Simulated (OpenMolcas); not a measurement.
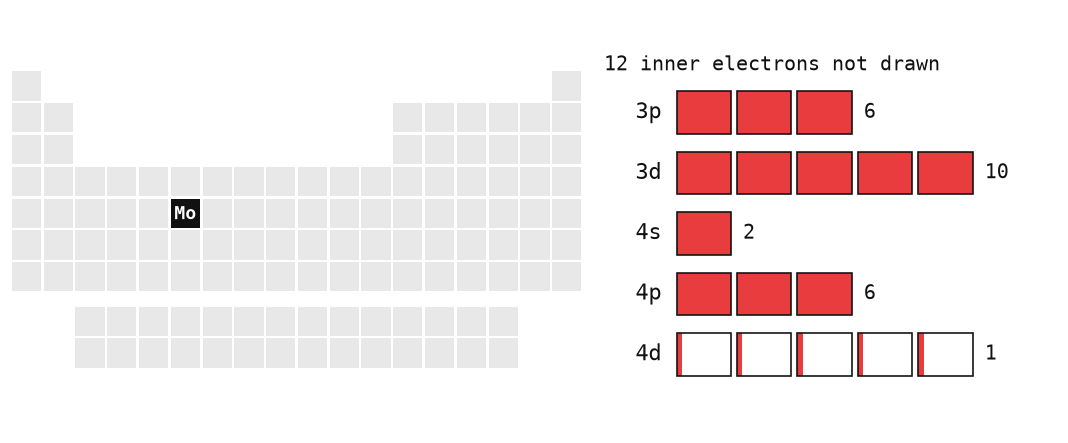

Left, the place of molybdenum in the periodic table; right, the outer shells of the leading configuration of the lowest level: a box for each of the 2l + 1 orbitals, shaded by the share of the shell that is filled, with the electron count at the right.

## Multiconfigurational calculation, with input and output: Mo⁵⁺ complex

System: Mo⁵⁺ with 6 ligands (NH3 and H2O; tetragonal octahedron, 2.12 Å), with no charges around it.
Method: state-averaged SS-CASPT2, IPEA shift 0.25, imaginary shift 0.1 hartree, closed shells 4s 4p of the metal and the valence shells of the ligands correlated, active space 1 electron in the shell 4d, basis ANO-RCC-VTZP on the metal and ANO-RCC-VDZP on the ligands, DKH2 scalar Hamiltonian, spin-orbit coupling by RASSI with atomic mean-field integrals (OpenMolcas).

## The input
```
&GATEWAY
Coord
23

Mo 0.0 0.0 0.0
N 2.120000 0.000000 0.000000
H 2.502099 0.945728 0.000000
H 2.502099 -0.472864 0.819024
H 2.502099 -0.472864 -0.819024
N 0.000000 2.120000 0.000000
H 0.000000 2.502099 0.945728
H 0.819024 2.502099 -0.472864
H -0.819024 2.502099 -0.472864
N -2.120000 0.000000 0.000000
H -2.502099 -0.945728 0.000000
H -2.502099 0.472864 -0.819024
H -2.502099 0.472864 0.819024
N 0.000000 -2.120000 0.000000
H 0.000000 -2.502099 -0.945728
H -0.819024 -2.502099 0.472864
H 0.819024 -2.502099 0.472864
O 0.000000 0.000000 2.056400
H 0.779741 0.000000 2.633378
H -0.779741 0.000000 2.633378
O 0.000000 0.000000 -2.056400
H 0.779741 0.000000 -2.633378
H -0.779741 0.000000 -2.633378
Basis=Mo.ANO-RCC-VTZP,H.ANO-RCC-VDZP,N.ANO-RCC-VDZP,O.ANO-RCC-VDZP
Group=XYZ
NoMove
AngMom=0.0 0.0 0.0
AMFI
RICD
&SEWARD
&RASSCF
FileOrb=start.orb
Symmetry=1
Spin=2
nActEl=1 0 0
Inactive=24 24
Ras2=5 0
CIRoot=5 5 1
SDav=5
CIMx=300
Iter=150 100
PrWF=0.3
OrbListing=Nothing
MaxOrb=0
LevShft=1.0
>>> COPY $Project.JobIph JOB001
&RASSI
NrOfJobIphs=1 5
1 2 3 4 5
IphNames
JOB001
EJob
SpinOrbit
DIPRint=1.0
SOCoupling=1000.0
Subsets=2
Property=9
'ANGMOM' 1 'ANGMOM' 2 'ANGMOM' 3 'MLTPL  1' 1 'MLTPL  1' 2 'MLTPL  1' 3
'AMFI' 1 'AMFI' 2 'AMFI' 3
SOProperty=3
'ANGMOM' 1 'ANGMOM' 2 'ANGMOM' 3
>>> COPY JOB001 $Project.JobIph
&CASPT2
Multistate=5 1 2 3 4 5
NoMult
Frozen=11 9
IPEA=0.25
Imaginary=0.1
MaxIter=60
WThr=0.0 0.3 0.05
PrWF=0.5
NoMix
```

The file start.orb holds starting orbitals from an earlier step. A driver script formed the levels outside the program, from RASSI's spin-orbit matrix and the CASPT2 energies (for multi-state variants, the effective Hamiltonian), averaged over the components of each term or state. The log and the time are those of the CASPT2 step.

Hardware: 1 thread of Intel Xeon @ 2.90GHz (Ice Lake), 16 GiB of memory available, shared host.

Launched with:
```bash
OMP_NUM_THREADS=1 MOLCAS_MEM=2457 MOLCAS_PROJECT=a pymolcas a.inp > a.log  # once for each step of the input, in one work folder
```

## Log (extracts)
```
--- CASPT2 ---
Orbital specifications:
      -----------------------

      Symmetry species                           1   2
                                                ag  au
      Frozen orbitals                           11   9
      Inactive orbitals                         13  15
      Active orbitals                            5   0
      Secondary orbitals                        89  90
      Deleted orbitals                           0   0
      Number of basis functions                118 114
Type of calculation                        SS-CASPT2
      Fock operator                              state-specific
      IPEA shift                                 0.25
      Real shift                                 0.00
      Imaginary shift                            0.10
      The input orbitals will be transformed to quasi-canonical
Reference energy:       -4420.1915520033
      E2 (Non-variational):      -1.6630311995
      Shift correction:          -0.0016860081
      E2 (Variational):          -1.6647172075
      Total energy:           -4421.8562692109
      Residual norm:              0.0000002296
      Reference weight:           0.67812
      Contributions to the CASPT2 correlation energy
      Active & Virtual Only:          0.0000000020
      One Inactive Excited:          -0.0806087802
      Two Inactive Excited:          -1.5824224212
Reference energy:       -4420.1788642479
      E2 (Non-variational):      -1.6636762354
      Shift correction:          -0.0016892659
      E2 (Variational):          -1.6653655014
      Total energy:           -4421.8442297493
      Residual norm:              0.0000002399
      Reference weight:           0.67806
      Contributions to the CASPT2 correlation energy
      Active & Virtual Only:          0.0000000020
      One Inactive Excited:          -0.0823244216
      Two Inactive Excited:          -1.5813518159
::    CASPT2 Root  1     Total energy:  -4421.85626921
::    CASPT2 Root  2     Total energy:  -4421.84422975
::    CASPT2 Root  3     Total energy:  -4421.82239367
::    CASPT2 Root  4     Total energy:  -4421.66412980
::    CASPT2 Root  5     Total energy:  -4421.60470862
```

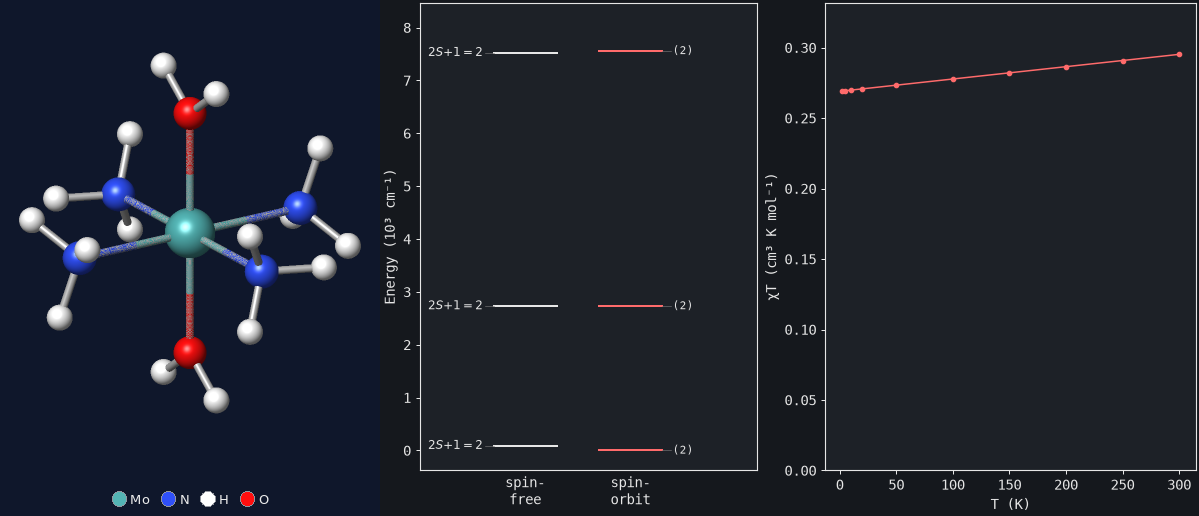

Mo⁵⁺ (4d) with 6 ligands, NH₃ with axial H₂O, at 2.12 Å (arrangement: tetragonal octahedron, Ci), axial distortion 0.97, and its levels and susceptibility. Labels give the representation in O, Td, D4 or D3 as the site allows (double group for half-integer spin) where it could be assigned and, in brackets, the degeneracy; spin-free states, where drawn, share the zero of the spin-orbit levels. Powder susceptibility by Van Vleck's formula. The ground level is a Kramers doublet, 100 % from states of spin multiplicity 2. Its principal g values are 1.49, 1.77 and 1.81. The next level lies at 2,730 cm⁻¹. χT is 0.269 cm³ K mol⁻¹ at 2 K and 0.295 at 300 K, an effective moment of 1.54 μB.

## Results in brief

```
                                 quantity                value
                                  outcome            converged
      energy of the lowest spin-free term  −4421.85627 hartree
    energy of the lowest spin-orbit level  −4421.85665 hartree
                CASPT2 correlation energy      −1.6647 hartree
largest spread among components of a term             0.0 cm⁻¹
                  lowest reference weight                0.678
                                wall time                 69 s
                              peak memory              0.4 GiB
```

## Remarks

To bear in mind: covalent bonds, ligand orbitals missing from the active space; distances are set from ionic radii, not optimised.
